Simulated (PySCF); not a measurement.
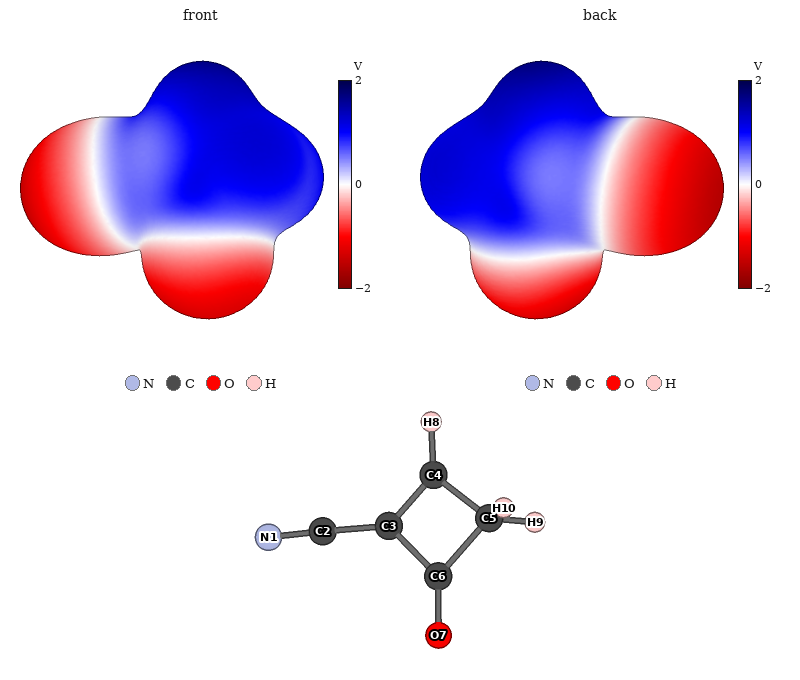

C5H3NO (SMILES N#CC1=CCC1=O). The electrostatic potential painted on the density surface at 0.001 e/bohr³, seen from the front and from behind; red is negative and blue positive. The bare structure is drawn below in the same view.

Geometry: GFN2-xTB.

Level of theory: PBE0/def2-SVPD, SCF density, gas phase (PySCF).

Input file:

```
{"job": {"kind": "uv", "xc": "PBE0", "basis": "def2-SVPD", "nstates": 6, "ntriplets": 2}, "charge": 0, "multiplicity": 1}
N      3.266037     0.503884     0.152761
C      2.134227     0.317663     0.131134
C      0.752383     0.102707     0.070277
C     -0.178830    -0.392001     0.914026
C     -1.340426    -0.222484    -0.029284
C     -0.277933     0.343969    -0.992947
O     -0.286669     0.781566    -2.098009
H     -0.130314    -0.778190     1.915552
H     -1.822403    -1.140791    -0.364185
H     -2.107189     0.488331     0.278147
```

Run with:

```sh
OMP_NUM_THREADS=1 python probes_run.py task.json out
```

Describe the electrostatic potential map.

Answer. The most negative region (about −1.5 V, or −35 kcal/mol for a unit charge) lies over N1, the most positive (about +1.7 V, or +39 kcal/mol for a unit charge) over H8. N1 is the likeliest acceptor of a hydrogen bond.
